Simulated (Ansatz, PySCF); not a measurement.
Dissociation curve of PH (anion, charge -1), lowest doublet found (which spin is the ground state isn't settled by this scan).

UCCSD(T) = CCSD(T) on UHF/aug-cc-pVDZ, frozen core run with Ansatz (a quantum-chemistry and plane-wave program); UKS-B3LYP/6-31G* = unrestricted B3LYP/6-31G*, spherical d (PySCF 2.14.0); UKS-CAM-B3LYP = unrestricted CAM-B3LYP/aug-cc-pVDZ (Ansatz).

Energies are in kcal/mol, each relative to the lowest point of its own curve between 1.19 and 1.73 Å, where full CI is lowest.

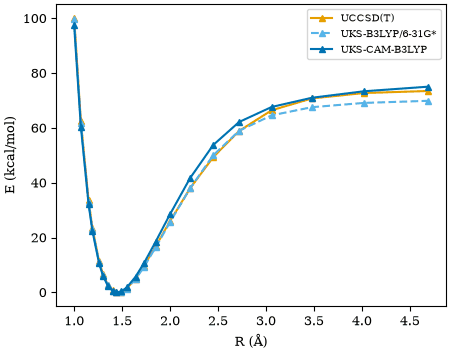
Figure: Energy against bond length for each method.

```json
[
 {"R / Å": "1.00", "UCCSD(T)": "100.2", "UKS-B3LYP/6-31G*": "99.6", "UKS-CAM-B3LYP": "97.5"},
 {"R / Å": "1.07", "UCCSD(T)": "62.5", "UKS-B3LYP/6-31G*": "61.6", "UKS-CAM-B3LYP": "60.5"},
 {"R / Å": "1.15", "UCCSD(T)": "33.7", "UKS-B3LYP/6-31G*": "32.9", "UKS-CAM-B3LYP": "32.3"},
 {"R / Å": "1.19", "UCCSD(T)": "23.6", "UKS-B3LYP/6-31G*": "23.0", "UKS-CAM-B3LYP": "22.5"},
 {"R / Å": "1.26", "UCCSD(T)": "11.3", "UKS-B3LYP/6-31G*": "10.9", "UKS-CAM-B3LYP": "10.6"},
 {"R / Å": "1.30", "UCCSD(T)": "6.7", "UKS-B3LYP/6-31G*": "6.4", "UKS-CAM-B3LYP": "6.1"},
 {"R / Å": "1.35", "UCCSD(T)": "2.8", "UKS-B3LYP/6-31G*": "2.7", "UKS-CAM-B3LYP": "2.5"},
 {"R / Å": "1.40", "UCCSD(T)": "0.7", "UKS-B3LYP/6-31G*": "0.7", "UKS-CAM-B3LYP": "0.5"},
 {"R / Å": "1.44", "UCCSD(T)": "0.0", "UKS-B3LYP/6-31G*": "0.0", "UKS-CAM-B3LYP": "0.0"},
 {"R / Å": "1.49", "UCCSD(T)": "0.1", "UKS-B3LYP/6-31G*": "0.1", "UKS-CAM-B3LYP": "0.3"},
 {"R / Å": "1.55", "UCCSD(T)": "1.4", "UKS-B3LYP/6-31G*": "1.4", "UKS-CAM-B3LYP": "1.8"},
 {"R / Å": "1.64", "UCCSD(T)": "5.0", "UKS-B3LYP/6-31G*": "4.8", "UKS-CAM-B3LYP": "5.7"},
 {"R / Å": "1.73", "UCCSD(T)": "9.7", "UKS-B3LYP/6-31G*": "9.4", "UKS-CAM-B3LYP": "10.8"},
 {"R / Å": "1.85", "UCCSD(T)": "16.8", "UKS-B3LYP/6-31G*": "16.4", "UKS-CAM-B3LYP": "18.5"},
 {"R / Å": "2.00", "UCCSD(T)": "26.0", "UKS-B3LYP/6-31G*": "25.6", "UKS-CAM-B3LYP": "28.5"},
 {"R / Å": "2.21", "UCCSD(T)": "38.0", "UKS-B3LYP/6-31G*": "38.0", "UKS-CAM-B3LYP": "41.7"},
 {"R / Å": "2.45", "UCCSD(T)": "49.3", "UKS-B3LYP/6-31G*": "50.0", "UKS-CAM-B3LYP": "53.8"},
 {"R / Å": "2.72", "UCCSD(T)": "58.9", "UKS-B3LYP/6-31G*": "59.0", "UKS-CAM-B3LYP": "62.2"},
 {"R / Å": "3.06", "UCCSD(T)": "66.4", "UKS-B3LYP/6-31G*": "64.6", "UKS-CAM-B3LYP": "67.6"},
 {"R / Å": "3.48", "UCCSD(T)": "70.8", "UKS-B3LYP/6-31G*": "67.6", "UKS-CAM-B3LYP": "71.0"},
 {"R / Å": "4.02", "UCCSD(T)": "72.7", "UKS-B3LYP/6-31G*": "69.1", "UKS-CAM-B3LYP": "73.4"},
 {"R / Å": "4.69", "UCCSD(T)": "73.5", "UKS-B3LYP/6-31G*": "69.9", "UKS-CAM-B3LYP": "75.0"}
]
```

At the longest distance, 4.69 Å, UKS-CAM-B3LYP lies highest above its minimum (75.0 kcal/mol) and UKS-B3LYP/6-31G* lowest (69.9 kcal/mol).

The unrestricted determinant behind UCCSD(T) is spin-contaminated at 2.00 to 4.69 Å (<S²> up to 1.8, against 0.75 for a pure doublet). Where the anion isn't bound against loss of the electron, the finite basis alone holds it. The unrestricted determinant behind UKS-B3LYP/6-31G*, UKS-CAM-B3LYP is spin-contaminated at 2.45 to 4.69 Å (<S²> up to 1.8, against 0.75 for a pure doublet).
